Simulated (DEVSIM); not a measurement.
Structure: Schottky contact on n-type β-Ga2O3, at 350 K.

```tsv
layer (left to right)	material	thickness (μm)	Nd (cm⁻³)	τn (s)	τp (s)
1	β-Ga2O3	0.0660	1.3e16	7.3e-8	7.3e-8
```

Left contact: Schottky, work function 5.5 eV, emission velocity 2e6 cm/s. Right contact: ohmic. Voltage is applied to the left contact. Recombination: SRH at mid-gap, Auger. Mobility is μmin + (μ − μmin)/(1 + (N/Nref)^α).

The device is made up for the run: typed textbook-type constants, with dimensions and the other settings drawn at random. Values at 300 K; Nc and Nv go as T^1.5, mobilities as T to minus their exponent, the gap by Varshni's rule with the affinity fixed.

| parameter | β-Ga2O3 |
|---|---|
| gap (eV) | 4.8 |
| affinity (eV) | 4 |
| permittivity | 10 |
| Nc (cm⁻³) | 3.7e18 |
| Nv (cm⁻³) | 5e20 |
| μn (cm²/Vs) | 160 |
| μp (cm²/Vs) | 1 |
| μn,min | 20 |
| μp,min | 0.1 |
| Nref,n | 1e18 |
| Nref,p | 1e18 |
| αn | 0.8 |
| αp | 0.8 |
| T exponent of μn | 1.8 |
| T exponent of μp | 1.5 |
| Cn (cm⁶/s) | 1e-31 |
| Cp (cm⁶/s) | 1e-31 |
| Varshni α (eV/K) | 0.0004 |
| Varshni β (K) | 600 |

DEVSIM, 1D drift-diffusion, Boltzmann statistics, complete ionisation; no tunnelling, impact ionisation, image-force lowering or self-heating. Metal contacts follow the ideal Schottky-Mott rule: no Fermi-level pinning, no interface dipoles.

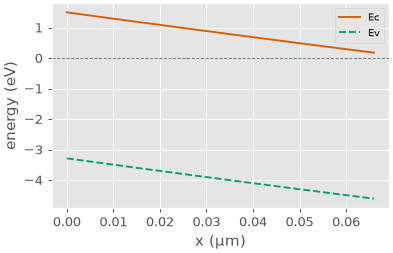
*Band edges at zero bias*

Energies count from the Fermi level of the right contact; mesh points crowd at the junctions.

```json
[
 {"x (μm)": "0.000", "Ec (eV)": "1.500", "Ev (eV)": "-3.288", "n (cm⁻³)": "< 1e2", "p (cm⁻³)": "< 1e2", "field (V/cm)": "-210000"},
 {"x (μm)": "0.002010", "Ec (eV)": "1.458", "Ev (eV)": "-3.330", "n (cm⁻³)": "< 1e2", "p (cm⁻³)": "< 1e2", "field (V/cm)": "-210000"},
 {"x (μm)": "0.005102", "Ec (eV)": "1.394", "Ev (eV)": "-3.394", "n (cm⁻³)": "< 1e2", "p (cm⁻³)": "< 1e2", "field (V/cm)": "-210000"},
 {"x (μm)": "0.008289", "Ec (eV)": "1.328", "Ev (eV)": "-3.460", "n (cm⁻³)": "< 1e2", "p (cm⁻³)": "< 1e2", "field (V/cm)": "-210000"},
 {"x (μm)": "0.01157", "Ec (eV)": "1.261", "Ev (eV)": "-3.528", "n (cm⁻³)": "< 1e2", "p (cm⁻³)": "< 1e2", "field (V/cm)": "-210000"},
 {"x (μm)": "0.01382", "Ec (eV)": "1.215", "Ev (eV)": "-3.574", "n (cm⁻³)": "< 1e2", "p (cm⁻³)": "< 1e2", "field (V/cm)": "-200000"},
 {"x (μm)": "0.01727", "Ec (eV)": "1.144", "Ev (eV)": "-3.644", "n (cm⁻³)": "160", "p (cm⁻³)": "< 1e2", "field (V/cm)": "-200000"},
 {"x (μm)": "0.02083", "Ec (eV)": "1.071", "Ev (eV)": "-3.717", "n (cm⁻³)": "1700", "p (cm⁻³)": "< 1e2", "field (V/cm)": "-200000"},
 {"x (μm)": "0.02450", "Ec (eV)": "0.997", "Ev (eV)": "-3.791", "n (cm⁻³)": "20000", "p (cm⁻³)": "< 1e2", "field (V/cm)": "-200000"},
 {"x (μm)": "0.02701", "Ec (eV)": "0.946", "Ev (eV)": "-3.842", "n (cm⁻³)": "110000", "p (cm⁻³)": "< 1e2", "field (V/cm)": "-200000"},
 {"x (μm)": "0.03086", "Ec (eV)": "0.869", "Ev (eV)": "-3.920", "n (cm⁻³)": "1400000", "p (cm⁻³)": "< 1e2", "field (V/cm)": "-200000"},
 {"x (μm)": "0.03432", "Ec (eV)": "0.799", "Ev (eV)": "-3.989", "n (cm⁻³)": "1.4e7", "p (cm⁻³)": "< 1e2", "field (V/cm)": "-200000"},
 {"x (μm)": "0.03820", "Ec (eV)": "0.722", "Ev (eV)": "-4.066", "n (cm⁻³)": "1.9e8", "p (cm⁻³)": "< 1e2", "field (V/cm)": "-200000"},
 {"x (μm)": "0.04072", "Ec (eV)": "0.672", "Ev (eV)": "-4.117", "n (cm⁻³)": "9.9e8", "p (cm⁻³)": "< 1e2", "field (V/cm)": "-200000"},
 {"x (μm)": "0.04442", "Ec (eV)": "0.599", "Ev (eV)": "-4.190", "n (cm⁻³)": "1.1e10", "p (cm⁻³)": "< 1e2", "field (V/cm)": "-200000"},
 {"x (μm)": "0.04800", "Ec (eV)": "0.528", "Ev (eV)": "-4.260", "n (cm⁻³)": "1.2e11", "p (cm⁻³)": "< 1e2", "field (V/cm)": "-200000"},
 {"x (μm)": "0.05147", "Ec (eV)": "0.460", "Ev (eV)": "-4.329", "n (cm⁻³)": "1.1e12", "p (cm⁻³)": "< 1e2", "field (V/cm)": "-200000"},
 {"x (μm)": "0.05373", "Ec (eV)": "0.416", "Ev (eV)": "-4.373", "n (cm⁻³)": "4.8e12", "p (cm⁻³)": "< 1e2", "field (V/cm)": "-200000"},
 {"x (μm)": "0.05704", "Ec (eV)": "0.351", "Ev (eV)": "-4.437", "n (cm⁻³)": "4.1e13", "p (cm⁻³)": "< 1e2", "field (V/cm)": "-190000"},
 {"x (μm)": "0.06024", "Ec (eV)": "0.289", "Ev (eV)": "-4.500", "n (cm⁻³)": "3.2e14", "p (cm⁻³)": "< 1e2", "field (V/cm)": "-190000"},
 {"x (μm)": "0.06335", "Ec (eV)": "0.229", "Ev (eV)": "-4.560", "n (cm⁻³)": "2.4e15", "p (cm⁻³)": "< 1e2", "field (V/cm)": "-190000"},
 {"x (μm)": "0.06600", "Ec (eV)": "0.177", "Ev (eV)": "-4.611", "n (cm⁻³)": "1.3e16", "p (cm⁻³)": "< 1e2", "field (V/cm)": "-190000"}
]
```
